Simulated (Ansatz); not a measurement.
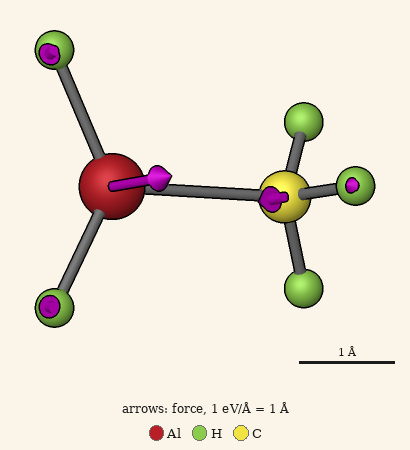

Starting geometry of CH₅Al with the computed forces as purple arrows. The picture is a ball-and-stick view, seen at a tilt.

It is one of the separated products of a reaction.

These are results of RKS PBE0-D4/def2-TZVP (Ansatz), not measurements.

Input
```yaml
crystal:
  periodic: [false, false, false]
  atoms:
    - {symbol: Al, position_ang: [-0.852791, -0.367615, -0.563132]}
    - {symbol: H, position_ang: [-0.565939, -1.151662, -1.927467]}
    - {symbol: H, position_ang: [-2.237238, 0.421343, -0.425024]}
    - {symbol: C, position_ang: [0.094982, -0.922054, 1.070702]}
    - {symbol: H, position_ang: [1.144002, -1.172498, 0.882824]}
    - {symbol: H, position_ang: [-0.370276, -1.820300, 1.492001]}
    - {symbol: H, position_ang: [0.065017, -0.157950, 1.854018]}
basis:
  gaussian: {orbitals: def2-TZVP}
hamiltonian: {xc: pbe0, dispersion: d4}
relax: {f_tol: 0.005, max_steps: 200}
```

Command:
```bash
ansatz run in.yaml --threads 2 --pin off --events-out ev --progress --plain --max-ram 4352MiB
```

What follows when this structure is relaxed?

It isn't relaxed: the largest force vector, on Al1, is 1.02 eV/Å. The final displacements follow the starting forces only in part (cosine between the two patterns 0.75). The atom that moves furthest after the best rigid fit is Al1 (0.14 Å). Largest moves by element: Al 0.14 Å, H 0.07 Å, C 0.01 Å. Among the contacts that change: Al1–C4 1.969 → 1.950 Å, Al1–H2 1.600 → 1.590 Å. After 5 geometry steps the energy has fallen by 1.98 kcal/mol. Largest force component: 0.83 eV/Å at the start, 0.0011 eV/Å at the end.
